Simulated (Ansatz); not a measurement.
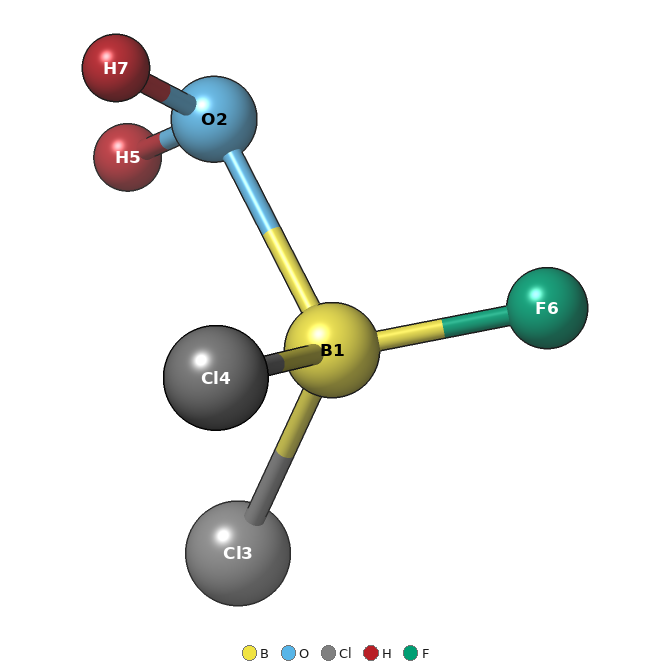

The geometry was computed by an optimisation with PBE0-D4/def2-TZVP.

Which atoms are bonded, and how long are the bonds?

| bond | length (Å) |
| --- | --- |
| B1–O2 | 1.672 |
| B1–Cl3 | 1.824 |
| B1–Cl4 | 1.824 |
| B1–F6 | 1.335 |
| O2–H5 | 0.969 |
| O2–H7 | 0.969 |
